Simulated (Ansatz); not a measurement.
# GeH5 (doublet): correlated methods under varied settings at distance H1–H2 along a hydrogen transfer = 1.094 Å

What do other methods and options give for GeH5 (doublet) at this geometry, and how long do they take?

Computed with Ansatz 0.2.0, Gaussian basis. Level: the settings change from run to run.

5 further runs of the same task are left out: 5 that didn't finish.

### Step 1. The geometry

The geometry derives from fragments relaxed apart (PBE0/def2-TZVP) and kept rigid, so it is no stationary point. A hydrogen atom is moved between rigid fragments. No spin-orbit coupling is included. The filled d shell of Ge may be among the frozen orbitals whatever the setting's name suggests; the logs give the count.

6 atoms, charge 0, spin multiplicity 2.

Atoms are counted from 1 here; the program's logs count them from 0.

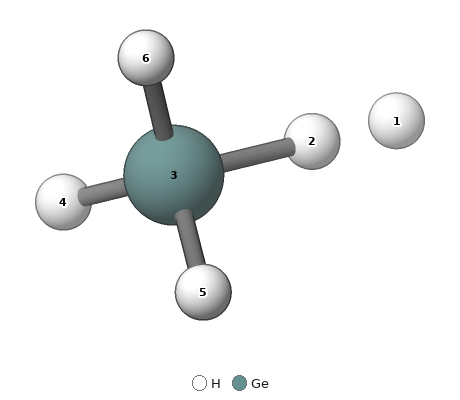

The structure; hydrogen white, germanium teal; atoms are numbered from 1 in the order of the file.

As a file:

```xyz
6
charge 0, multiplicity 2
H    -2.8426    0.0000    0.0000
H    -1.7486    0.0000    0.0000
Ge    0.0424    0.0000    0.0000
H     0.5111   -1.4659    0.0000
H     0.5111    0.7330   -1.2695
H     0.5111    0.7330    1.2695
```

### Step 2. MP2 on ROHF/cc-pVDZ

File in.yaml:

```yaml
crystal:
  periodic: [false, false, false]
  atoms:
    - {symbol: H, position_ang: [-2.842570, 0.000000, -0.000001]}
    - {symbol: H, position_ang: [-1.748570, 0.000000, -0.000001]}
    - {symbol: Ge, position_ang: [0.042430, 0.000000, 0.000000]}
    - {symbol: H, position_ang: [0.511098, -1.465915, 0.000000]}
    - {symbol: H, position_ang: [0.511099, 0.732957, -1.269519]}
    - {symbol: H, position_ang: [0.511098, 0.732957, 1.269520]}
basis:
  gaussian: {orbitals: cc-pVDZ}
magnetization: {spin_polarized: false, initial_magnetization: 1}
correlation: {method: mp2, electrons: outside_noble_gas}
```

On the command line:

```console
ansatz run in.yaml --threads 1 --pin off --events-out ev --progress --plain --max-ram 2393MiB
```

What it wrote:

```text
Functional definition: HF
  name "HF"
  cite "Fock, Z. Phys. 61, 126 (1930) doi:10.1007/BF01340294"
  parent pbe
  exchange = exact_x
  correlation = 0
541 factors; integrals over basis functions are off by at most 1.2e-3 eV
mean field evaluation 1: about -56547.7356 eV, gradient 8.9e0 eV
mean field evaluation 2: about -56547.7409 eV, gradient 9.0e0 eV
mean field evaluation 4: about -56548.3279 eV, gradient 9.3e-1 eV
mean field evaluation 8: about -56548.3564 eV, gradient 7.3e-2 eV
mean field -56548.35660528 eV, -2078.1137753912 hartree, gradient 8.3e-7 eV, S^2 0.750000; 0 other end points of the search recorded, 0 dependent functions left out
mean field evaluation 16: about -56548.4129 eV, gradient 2.9e0 eV
14 core orbitals not correlated: weight in the atoms' cores, before any rotation towards them, 0.999 or more for the frozen orbitals, at most 0.000 for the correlated occupied ones
reference -56548.35660528 eV, -2078.1137753912 hartree; 5, 4 occupied and 33, 34 virtual orbitals, 541 factors
second order -3.41929948 eV of doubles, -0.11147884 eV of singles
Total energy: -56551.88738360 eV, -2078.2435291012 hartree
```

It took 1.2 s on 1 thread of Arm Neoverse N1, shared host.

### Step 3. CASSCF(7,4)/STO-3G

in.yaml, as its differences from that of step 2:

```diff
@@ -10,4 +10,4 @@
 basis:
-  gaussian: {orbitals: cc-pVDZ}
+  gaussian: {orbitals: STO-3G}
 magnetization: {spin_polarized: false, initial_magnetization: 1}
-correlation: {method: mp2, electrons: outside_noble_gas}
+correlation: {active_space: {window: {electrons: 7, orbitals: 4}}}
```

Launched as before.

What it wrote:

```text
Functional definition: HF
  name "HF"
  cite "Fock, Z. Phys. 61, 126 (1930) doi:10.1007/BF01340294"
  parent pbe
  exchange = exact_x
  correlation = 0
242 factors; integrals over basis functions are off by at most 2.2e-5 eV
mean field evaluation 1: about -55905.2702 eV, gradient 5.9e0 eV
mean field evaluation 2: about -55905.2766 eV, gradient 5.9e0 eV
mean field evaluation 4: about -55905.6730 eV, gradient 8.6e-1 eV
mean field evaluation 8: about -55905.7100 eV, gradient 5.9e-3 eV
mean field -55905.70999176 eV, -2054.4969479459 hartree, gradient 1.7e-6 eV, S^2 0.750000; 0 other end points of the search recorded, 0 dependent functions left out
reference -55905.70999176 eV, -2054.4969479459 hartree; 19, 18 occupied and 4, 5 virtual orbitals, 242 factors
state -55905.70999176 eV, -2054.4969479459 hartree
Total energy: -55905.70999176 eV, -2054.4969479459 hartree
```

It took 0.24 s on 1 thread of Arm Neoverse N1, shared host.

From the report: 4 determinants; active occupations 2.00, 2.00, 2.00, 1.00. With so small a space the active step adds no correlation: the energy is the mean field's.

### Step 4. CCSDT on UHF/STO-3G

in.yaml, as its differences from that of step 3:

```diff
@@ -11,3 +11,4 @@
   gaussian: {orbitals: STO-3G}
-magnetization: {spin_polarized: false, initial_magnetization: 1}
-correlation: {active_space: {window: {electrons: 7, orbitals: 4}}}
+magnetization: {spin_polarized: true, initial_magnetization: 1}
+correlation: {method: ccsdt, electrons: outside_noble_gas}
+output: {forces: true}
```

The command is unchanged.

What it wrote (excerpt; [...] marks lines left out):

```text
Functional definition: HF
  name "HF"
  cite "Fock, Z. Phys. 61, 126 (1930) doi:10.1007/BF01340294"
  parent pbe
[...]
292 factors; integrals over basis functions are off by at most 4.0e-8 eV
[...]
mean field -55906.02285146 eV, -2054.5084453279 hartree, gradient 3.8e-6 eV, S^2 0.802113; 0 other end points of the search recorded, 0 dependent functions left out
14 core orbitals not correlated, not the lowest: weight in the atoms' cores, before any rotation towards them, 0.497 or more for the frozen orbitals, at most 0.473 for the correlated occupied ones
reference -55906.02285146 eV, -2054.5084453279 hartree; 5, 4 occupied and 4, 5 virtual orbitals, 292 factors
second order -1.19750040 eV of doubles, -0.00000000 eV of singles
cycle   1  -1.63890097 eV  change   -4.4e-1 eV  update   6.2e-2
[...]
cycle  12  -2.02071030 eV  change    1.0e-6 eV  update   5.1e-7
[...]
Total energy: -55908.04356176 eV, -2054.5827050618 hartree
Atom 0 at    -2.842570     0.000000    -0.000001 Å, force     1.646642    -0.000000     0.000001 eV/Å
Atom 1 at    -1.748570     0.000000    -0.000001 Å, force    -0.927178     0.000000    -0.000000 eV/Å
Atom 2 at     0.042430     0.000000     0.000000 Å, force     0.315173    -0.000005     0.000000 eV/Å
Atom 3 at     0.511098    -1.465915     0.000000 Å, force    -0.344879     1.433423     0.000000 eV/Å
Atom 4 at     0.511099     0.732957    -1.269519 Å, force    -0.344880    -0.716709     1.241378 eV/Å
Atom 5 at     0.511098     0.732957     1.269520 Å, force    -0.344879    -0.716709    -1.241379 eV/Å
Dipole moment:     0.042008     0.000000     0.000000 e Å
```

Run time: 1.2 s. Hardware: 1 thread of Arm Neoverse N1, shared host.

From the report: ⟨S²⟩ of the determinant 0.802 (pure doublet: 0.75); correlation -2.0207 eV; T1 0.014; largest double amplitude 0.12.

### Step 5. MP2 on UHF/cc-pVDZ

in.yaml, as its differences from that of step 4:

```diff
@@ -10,5 +10,5 @@
 basis:
-  gaussian: {orbitals: STO-3G}
+  gaussian: {orbitals: cc-pVDZ}
 magnetization: {spin_polarized: true, initial_magnetization: 1}
-correlation: {method: ccsdt, electrons: outside_noble_gas}
+correlation: {method: mp2, electrons: outside_noble_gas}
 output: {forces: true}
```

Launched as before.

What it wrote (excerpt; [...] marks lines left out):

```text
Functional definition: HF
  name "HF"
  cite "Fock, Z. Phys. 61, 126 (1930) doi:10.1007/BF01340294"
  parent pbe
[...]
541 factors; integrals over basis functions are off by at most 1.2e-3 eV
[...]
mean field -56548.60090008 eV, -2078.1227530596 hartree, gradient 3.8e-6 eV, S^2 0.792163; 0 other end points of the search recorded, 0 dependent functions left out
14 core orbitals not correlated: weight in the atoms' cores, before any rotation towards them, 0.999 or more for the frozen orbitals, at most 0.000 for the correlated occupied ones
reference -56548.60090008 eV, -2078.1227530596 hartree; 5, 4 occupied and 33, 34 virtual orbitals, 541 factors
second order -3.27999458 eV of doubles, -0.00000000 eV of singles
[...]
Total energy: -56551.88089466 eV, -2078.2432906373 hartree
Atom 0 at    -2.842570     0.000000    -0.000001 Å, force     1.107551    -0.000000     0.000000 eV/Å
Atom 1 at    -1.748570     0.000000    -0.000001 Å, force    -0.655551     0.000000    -0.000000 eV/Å
Atom 2 at     0.042430     0.000000     0.000000 Å, force    -0.515572    -0.000005    -0.000000 eV/Å
Atom 3 at     0.511098    -1.465915     0.000000 Å, force     0.021190     0.034223     0.000000 eV/Å
Atom 4 at     0.511099     0.732957    -1.269519 Å, force     0.021191    -0.017109     0.029635 eV/Å
Atom 5 at     0.511098     0.732957     1.269520 Å, force     0.021191    -0.017109    -0.029635 eV/Å
Dipole moment:     0.130832     0.000000     0.000000 e Å
```

Run time: 2 s. Hardware: 1 thread of Arm Neoverse N1, shared host.

From the report: ⟨S²⟩ of the determinant 0.792 (pure doublet: 0.75).

### Step 6. The runs in one table

Where basis and cores are those of an earlier UCCSDT(Q)/cc-pVDZ run (-56552.9406 eV), and the state is the same kind, the miss against it is given.

| level | correlated | functions | energy (eV) | from UCCSDT(Q) (meV) | time |
| --- | --- | --- | --- | --- | --- |
| MP2 on ROHF/cc-pVDZ | outside noble gas | 52 | -56551.8874 | 1053.2 | 1.2 s |
| CASSCF(7,4)/STO-3G |  | 23 | -55905.7100 |  | 0.24 s |
| CCSDT on UHF/STO-3G | outside noble gas | 23 | -55908.0436 |  | 1.2 s |
| MP2 on UHF/cc-pVDZ | outside noble gas | 52 | -56551.8809 | 1059.7 | 2 s |

### Step 7. What came out

```
quantity                       value
    runs                           4
quickest  CASSCF(7,4)/STO-3G, 0.24 s
 slowest     MP2 on UHF/cc-pVDZ, 2 s
```

Total energies in different bases, with other cores or another treatment of relativity can't be set against each other. MP2 on UHF/cc-pVDZ took 8 times as long as CASSCF(7,4)/STO-3G; the jobs differ in more than the method. Among the correlated runs with a miss given, it spans +1053 to +1060 meV.
